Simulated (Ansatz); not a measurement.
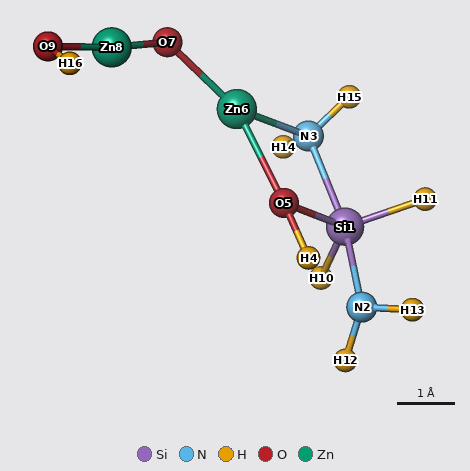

Figure 1. The input geometry (ball-and-stick view, seen at a tilt; atoms are numbered from 1 in the order of the input). Sticks mark near contacts.

**Run report: Zn$_{2}$SiN$_{2}$H$_{8}$O$_{3}$, single-point calculation**

System: Zn$_{2}$SiN$_{2}$H$_{8}$O$_{3}$.
Method: RKS PBE0-D4/def2-TZVPP (Ansatz 0.2.0).

The geometry is a transition state. The reaction was set up to form Si1–O5 and N2–H4 and to break Si1–N2 and H4–O5 (atoms counted from 1 in the order of the input); sticks are drawn by distance alone. The geometry comes from this level: PBE0-D4/def2-TZVP.

## Input
```yaml
crystal:
  periodic: [false, false, false]
  atoms:
    - {symbol: Si, position_ang: [-1.448977, 0.696504, -0.808210]}
    - {symbol: N, position_ang: [-1.064374, 0.027824, -2.576844]}
    - {symbol: N, position_ang: [-1.379353, 1.123481, 1.096252]}
    - {symbol: H, position_ang: [-0.089540, -0.348326, -1.707885]}
    - {symbol: O, position_ang: [0.016370, -0.130720, -0.566198]}
    - {symbol: Zn, position_ang: [0.341861, 0.144921, 1.361917]}
    - {symbol: O, position_ang: [1.603401, -0.315505, 2.543191]}
    - {symbol: Zn, position_ang: [2.982997, -1.359713, 2.284064]}
    - {symbol: O, position_ang: [4.376894, -2.454238, 2.208303]}
    - {symbol: H, position_ang: [-2.756500, -0.007498, -0.678794]}
    - {symbol: H, position_ang: [-1.460790, 2.133012, -1.206306]}
    - {symbol: H, position_ang: [-1.667555, -0.685446, -2.963438]}
    - {symbol: H, position_ang: [-0.834221, 0.692172, -3.303268]}
    - {symbol: H, position_ang: [-2.162735, 0.760343, 1.627557]}
    - {symbol: H, position_ang: [-1.340046, 2.117142, 1.293628]}
    - {symbol: H, position_ang: [4.882469, -2.393954, 1.395930]}
basis:
  gaussian: {orbitals: def2-TZVPP}
hamiltonian: {xc: pbe0, dispersion: d4}
output: {orbitals: {seedname: orbitals}}
```

Machine: 5 CPU threads, shared host.

Run as:
```bash
ansatz run in.yaml --threads 5 --pin off --events-out ev --progress --plain --max-ram 66560MiB --backend cuda --devices 0, --max-vram 37GiB
```

## Output
```
Functional definition: PBE0
  name "PBE0"
  cite "Adamo & Barone, J. Chem. Phys. 110, 6158 (1999) doi:10.1063/1.478522"
  cite "Perdew, Burke & Ernzerhof, Phys. Rev. Lett. 77, 3865 (1996) doi:10.1103/PhysRevLett.77.3865"
  parent pbe
  parameter a = 0.25
  parameter kappa = 0.804
  parameter beta = 0.06672455060314922
  exchange = (1 - a)*pbe_x(kappa = kappa, mu = beta*pi^2/3) + a*exact_x
  correlation = pbe_c(beta = beta)
2694 factors; their error is unknown
mean field evaluation 1: about -113922.3327 eV, gradient 1.3e2 eV
mean field evaluation 2: about -113833.9108 eV, gradient 2.5e2 eV
mean field evaluation 4: about -113949.1563 eV, gradient 2.0e1 eV
mean field evaluation 8: about -113949.8027 eV, gradient 4.5e-1 eV
mean field evaluation 16: about -113950.0076 eV, gradient 3.2e-3 eV
mean field -113950.00758686 eV, -4187.5855407277 hartree, gradient 4.0e-5 eV, S^2 0.000000; 0 other end points of the search recorded, 0 dependent functions left out
reference -113950.00763747 eV, -4187.5855425878 hartree; 60, 60 occupied and 377, 377 virtual orbitals, 2694 factors
Total energy: -113950.34478699 eV, -4187.5979326042 hartree
```

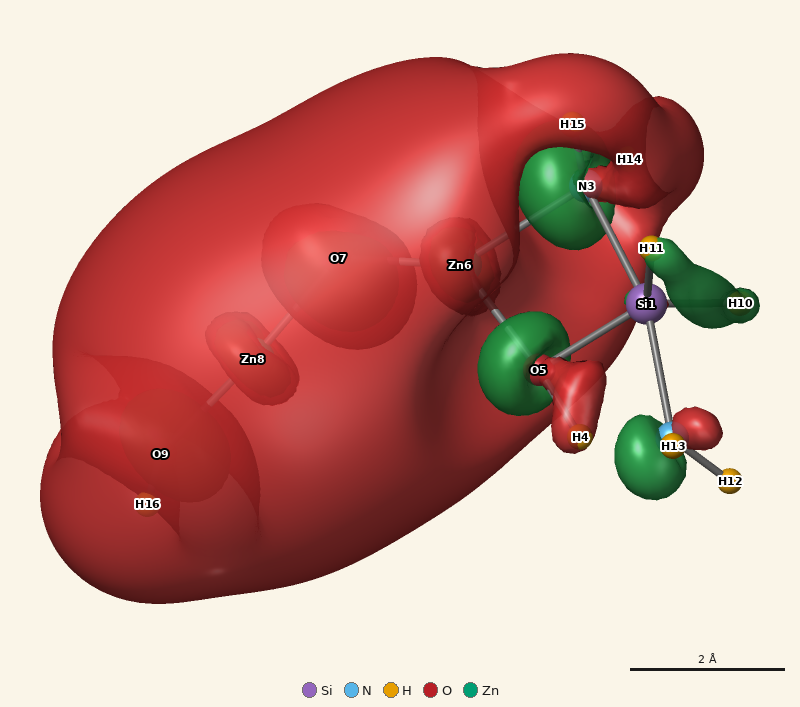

Figure 2. The LUMO at ±0.04 Å⁻³ᐟ² (green and red are the two phases), seen at a tilt. It lies mainly on Zn8 (40 %), Zn6 (25 %) and O7 (10 %). Its energy is −0.90 eV.

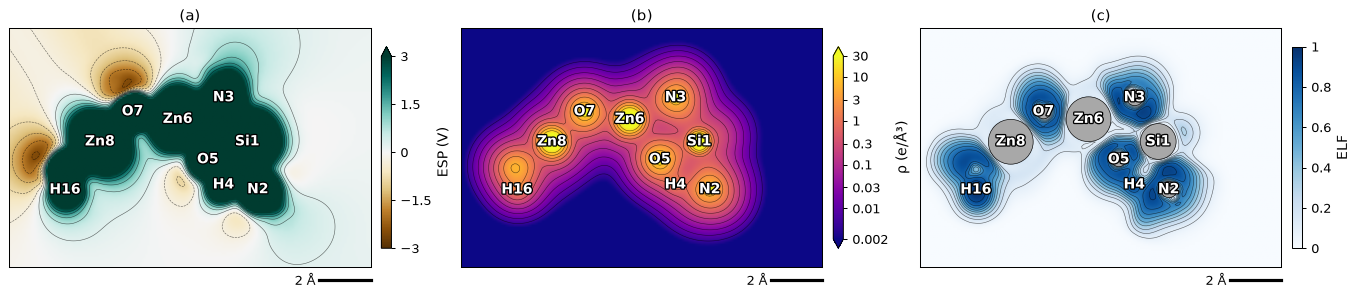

Figure 3. (a) molecular electrostatic potential; (b) electron density; (c) ELF on the plane of atoms N3, Zn6 and O7. Grey discs, where drawn, cover atomic cores.

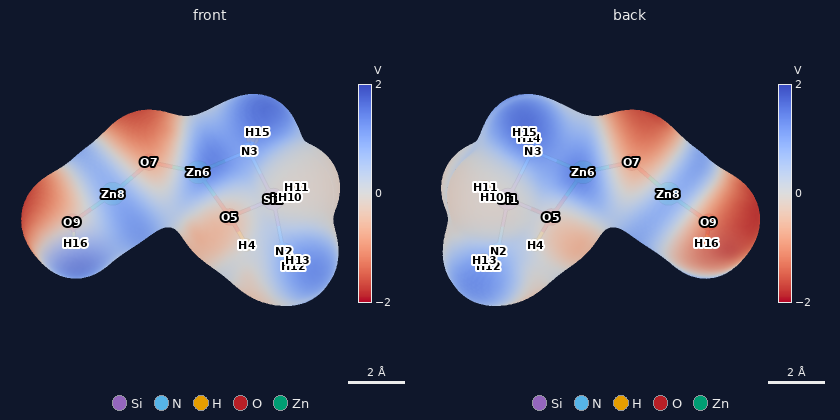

Figure 4. The molecular electrostatic potential painted on the density surface at 0.001 e/bohr³, seen at a tilt and from behind; the colour scale runs from red (negative) to blue (positive).

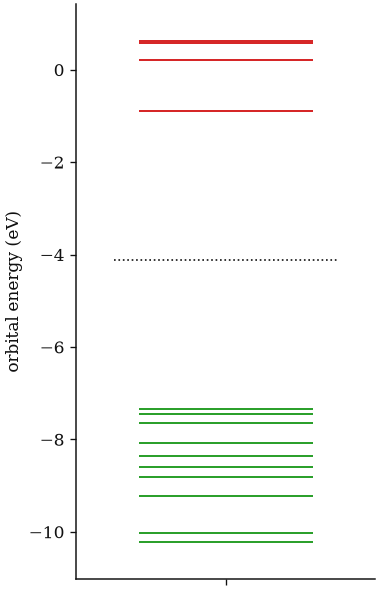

Figure 5. Orbital energies near the frontier; the dotted line parts filled from empty levels, and levels within 0.02 eV of each other stand side by side. Highest filled −7.34 eV, lowest empty −0.90 eV, 6.44 eV apart.

## Summary

```tsv
quantity	value
outcome	converged
total energy	−113950.3448 eV
mean-field energy	−113950.0076 eV
dispersion energy	−0.3371 eV
SCF solution under orbital rotations	stable
HOMO	−7.34 eV
LUMO	−0.90 eV
wall time	8 s (CPU time 5.2 s; the host was busy)
peak memory	0.93 GiB
```
